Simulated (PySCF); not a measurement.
# C6H8N2OSi (SMILES C#Cc1cn([SiH2]OC)cn1): what the fields show

```yaml
atoms:
  - { symbol: C, position_ang: [4.9868, -0.1430, 0.7790] }
  - { symbol: C, position_ang: [3.8046, -0.0536, 0.5230] }
  - { symbol: C, position_ang: [2.4144, 0.0305, 0.2305] }
  - { symbol: C, position_ang: [1.4353, -0.8770, 0.5827] }
  - { symbol: N, position_ang: [0.2518, -0.3796, 0.0858] }
  - { symbol: Si, position_ang: [-1.3590, -1.1037, 0.2196] }
  - { symbol: O, position_ang: [-2.3164, 0.0088, -0.5305] }
  - { symbol: C, position_ang: [-3.7008, -0.0687, -0.7426] }
  - { symbol: C, position_ang: [0.5798, 0.8046, -0.5378] }
  - { symbol: N, position_ang: [1.8513, 1.0752, -0.4699] }
  - { symbol: H, position_ang: [6.0356, -0.2129, 1.0004] }
  - { symbol: H, position_ang: [1.5011, -1.8123, 1.1339] }
  - { symbol: H, position_ang: [-1.6991, -1.2832, 1.6592] }
  - { symbol: H, position_ang: [-1.3763, -2.4235, -0.4724] }
  - { symbol: H, position_ang: [-3.9849, -0.9877, -1.2855] }
  - { symbol: H, position_ang: [-4.0088, 0.7946, -1.3497] }
  - { symbol: H, position_ang: [-4.2619, -0.0374, 0.2079] }
  - { symbol: H, position_ang: [-0.1821, 1.4141, -1.0221] }
```

Geometry: PBE0-D3(BJ)/def2-SVP.

These are results of PBE0/pcSseg-1, SCF density, gas phase, non-relativistic (PySCF 2.14.0), not measurements.

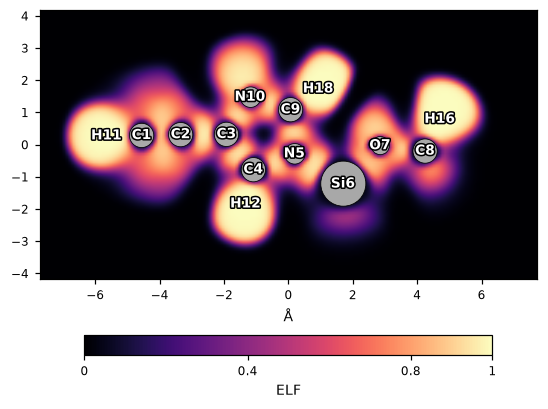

Figure 1. ELF on the plane of atoms Si6, O7 and C8. Grey discs cover the atomic cores.

Read the bonding off the picture.

- The plane passes through C, N, Si, O and H nuclei.
- C–C (1.21 Å): the ELF peaks at about 0.85 between the atoms: a short, multiple covalent bond.
- C–N (1.30 Å): the ELF peaks at about 0.90 between the atoms; a covalent bond.
- C–O (1.40 Å): the ELF peaks at about 0.90 between the atoms (a shared but strongly polarised pair).
- Si–O (1.65 Å): the ELF peaks at about 0.85 between the atoms (a polar covalent bond).
- Si–N (1.77 Å): the ELF peaks at about 0.95 between the atoms (a polar covalent bond).
- The ELF also peaks beside O7 and N10, away from the bonds: lone-pair regions.

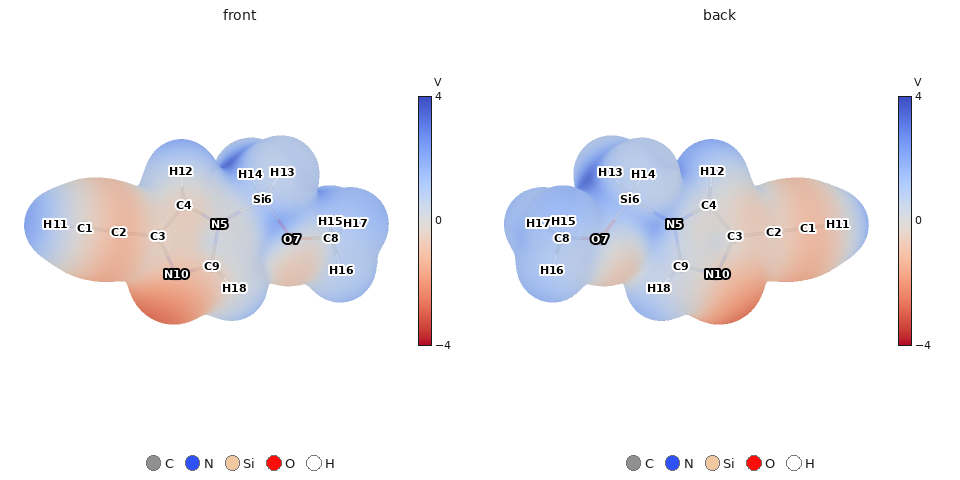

Figure 2. The molecular electrostatic potential painted on the density surface at 0.004 e/bohr³, seen from the front and from behind; red is negative and blue positive.

Where is the surface potential most negative and most positive?

The most negative region (about −2.5 V, or −58 kcal/mol for a unit charge) lies over N10, the most positive (about +3.1 V, or +71 kcal/mol for a unit charge) over Si6. N10 is the likeliest acceptor of a hydrogen bond.

How polar is the molecule by this calculation?

Its dipole moment is 5.72 D.
